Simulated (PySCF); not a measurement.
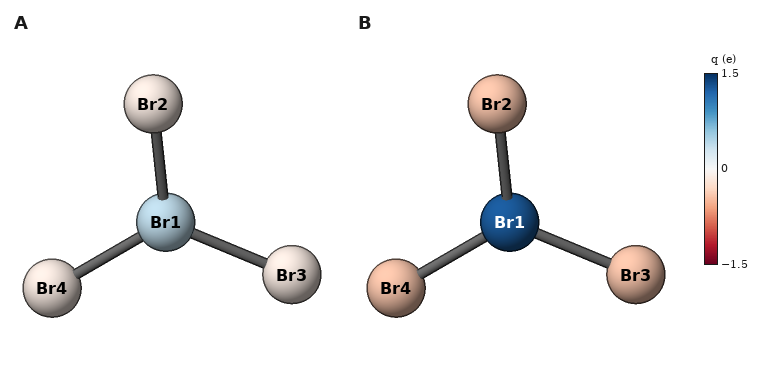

Atomic charges of one calculation by 2 schemes, on one colour scale. Computed geometry: PBE0/def2-SVP optimisation. Computed with PBE0/def2-SVP (PySCF 2.14.0).

Question: The schemes are Mulliken, atomic polar tensor. Which panel shows which?

Answer: A Mulliken, B atomic polar tensor.

List the charges (e), one line for each set of equivalent atoms.

| atom | Mulliken | atomic polar tensor |
| --- | --- | --- |
| Br1 | 0.38 | 1.25 |
| Br2, Br3, Br4 | −0.13 | −0.42 |

Its softest mode lies under 30 cm⁻¹, so another, bent or twisted shape can't be ruled out.
